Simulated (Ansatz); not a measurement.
A series of calculations on BH$_{4}$SOF

Part 1: Relaxation

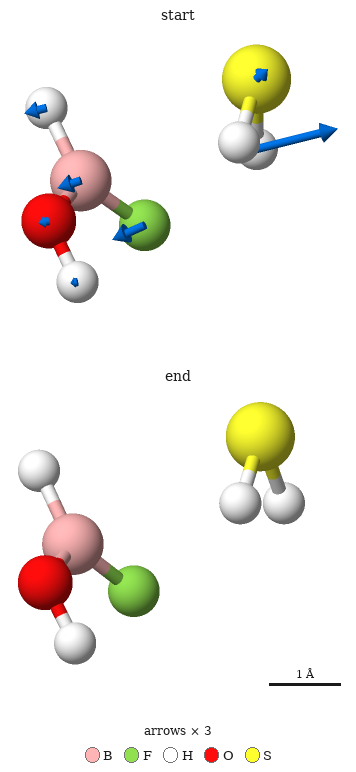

The structure of BH₄SOF before (top) and after (bottom) a relaxation, at one scale. The blue arrows give the displacements, magnified 3 times.

Style: ball-and-stick. Shown from a free direction.

The run prepares an end point of a later path (reaction) calculation, from a guessed geometry.

The calculation used RKS revPBE-D4/def2-SVP in Ansatz. Settings: no spin polarisation; force threshold 0.03 eV/Å; at most 50 steps.

### Summarise the run.

After 8 geometry steps the energy has fallen by 0.056 eV. The largest force component goes from 0.74 to 0.015 eV/Å. The atom that moves furthest after the best rigid fit is an H atom (0.41 Å). Largest moves by element: H 0.41 Å, F 0.18 Å, B 0.12 Å, S 0.08 Å, O 0.05 Å. Near-neighbour distances that change, for instance: H–S 1.383 → 1.361 Å, B–F 1.343 → 1.355 Å.

Part 2: Relaxation

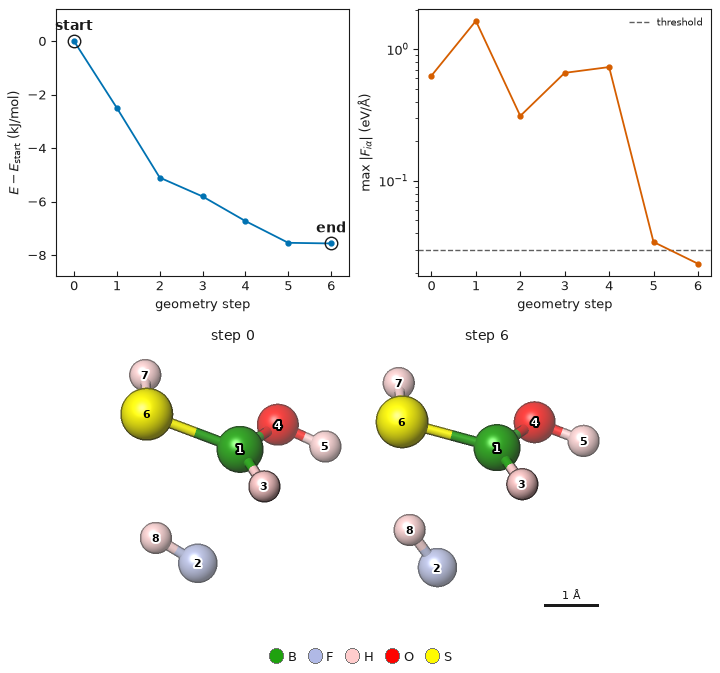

First and last geometry of a relaxation of BH4SOF, with the history of the run. Style: ball-and-stick. Shown face on.

The run prepares an end point of a later path (reaction) calculation, from a guessed geometry.

Method: RKS revPBE-D4/def2-SVP in Ansatz.

Input file:
```yaml
crystal:
  periodic: [false, false, false]
  atoms:
    - { symbol: B, position_ang: [-0.226695, 0.517099, -0.292013] }
    - { symbol: F, position_ang: [-0.02404, -0.243178, 2.109061] }
    - { symbol: H, position_ang: [0.831753, -0.034416, -0.51241] }
    - { symbol: O, position_ang: [-1.45615, -0.034265, -0.4954] }
    - { symbol: H, position_ang: [-1.393888, -0.982461, -0.709417] }
    - { symbol: S, position_ang: [-0.143919, 2.335599, 0.147958] }
    - { symbol: H, position_ang: [-1.495398, 2.507427, 0.223643] }
    - { symbol: H, position_ang: [-0.002661, 0.689195, 2.146778] }
basis:
  gaussian: { orbitals: def2-SVP }
hamiltonian:
  xc: revpbe
  dispersion: d4
relax:
  f_tol: 0.03
  max_steps: 50
```

Run as
```bash
ansatz run input.yaml --threads 1 --pin off --max-ram 2048MiB --backend cpu --events-out ev --progress --plain --runs-dir out
```

Question: Did the run converge, and what did it change?

Answer: It converged. The atom that moves furthest after the best rigid fit is F2 (0.29 Å). By element the largest moves are F 0.29 Å, H 0.17 Å, S 0.16 Å, O 0.07 Å, B 0.07 Å. Near-neighbour distances that change, for instance: B1–S6 1.873 → 1.839 Å, F2–H8 0.933 → 0.948 Å. After 6 geometry steps the energy has fallen by 7.56 kJ/mol. Largest force component: 0.63 eV/Å at the start, 0.023 eV/Å at the end. Cost: 12 s on 1 thread of Intel(R) Xeon(R) Platinum 8488C (Sapphire Rapids), on a shared host, peak memory 0.16 GiB.

```
step  E − E(0), kJ/mol  largest force component, eV/Å
   0              0.00                         0.6286
   1             -2.50                         1.6388
   2             -5.10                         0.3108
   3             -5.80                         0.6602
   4             -6.72                         0.7307
   5             -7.54                         0.0343
   6             -7.56                         0.0234
```

Limits of the set-up: the start holds two separate molecules, 2.5 Å apart at their closest, whose relative position is a soft coordinate.

Part 3: Path

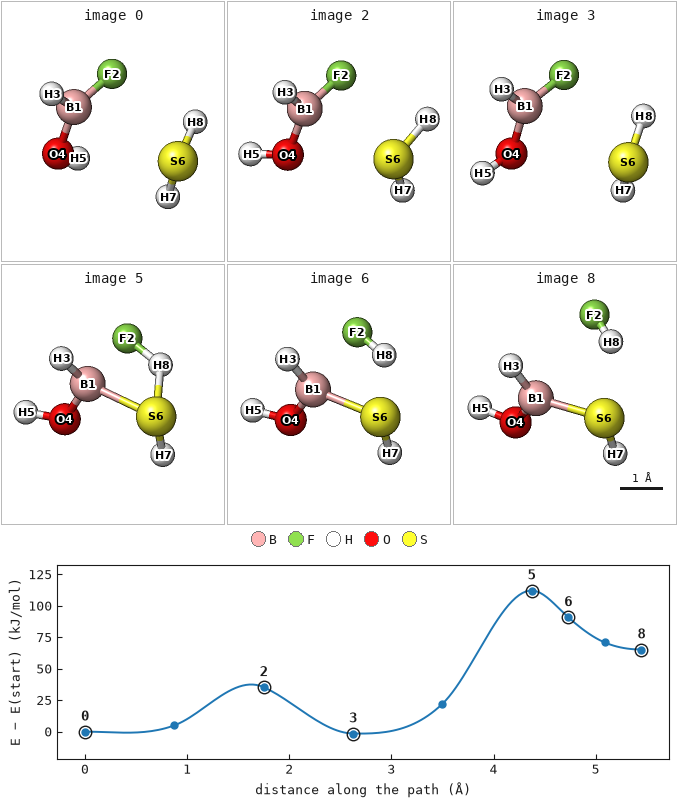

A nudged-elastic-band calculation for BH₄SOF, made up at the start of BH$_{2}$OF and H$_{2}$S. Images are numbered from 0 (start) to 8 (end). A ball-and-stick model, seen at a tilt.

Theory: RKS revPBE-D4/def2-SVP in Ansatz. Set-up: 7 movable images; climbing image; force threshold 0.05 eV/Å; iteration limit 60; starting path through a guess of the saddle point.

What happens along the path, and what is the barrier?

Answer. The highest point, image 5, lies 112.2 kJ/mol above the start and 46.9 kJ/mol above the end; the end is at +65.3 kJ/mol relative to the start. Image 3 lies below both ends, at −1.5 kJ/mol, which points to an intermediate minimum that so few images don't resolve. The profile has 2 maxima (images 2, 5) with a dip at image 3 (−1.5 kJ/mol), so the process runs in steps. The path has more than one stage, and so few images may leave a stage unresolved. Breaking: B1–F2 (1.35 → 1.66 at the top → 2.78 Å), S6–H8 (1.36 → 1.63 at the top → 2.27 Å). Forming: B1–S6 (3.29 → 2.03 at the top → 1.84 Å), F2–H8 (2.69 → 1.19 at the top → 0.95 Å). The band converged in 41 iterations. The largest component of the band force went from 6.8 to 0.029 eV/Å. The climbing image converged on the top of the path. Its vibrational analysis gives one imaginary mode (711i cm⁻¹), as a transition state must have.

Limits of the set-up: the start holds two separate molecules, 2.7 Å apart at their closest, whose relative position is a soft coordinate.
